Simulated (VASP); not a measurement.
Band structure of ReS$_{2}$ (relaxed from the CdCl2 structure, space group R-3m). Level of theory: PBEsol GGA, VASP's PBE PAW potentials (set 64) (plane waves; VASP).

Unless said otherwise, spin-orbit coupling is left out, though it shifts the bands of the heavy elements here.

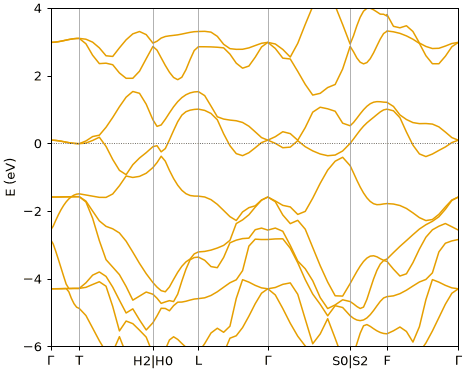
Bands along high-symmetry lines, zero at the valence-band maximum or, without a gap, the Fermi level

Read the plot: is there a gap, and where are the band edges?

It has no gap at this level: it comes out as a metal or semimetal. (Edges off the drawn lines would not show.)

The structure was generated: ReS2 was put into the CdCl2 type (R-3m), which need not be its known phase. It was relaxed first, which changed the volume by -23 %. The electron count is odd and the run is not spin-polarised, which forces a metal.
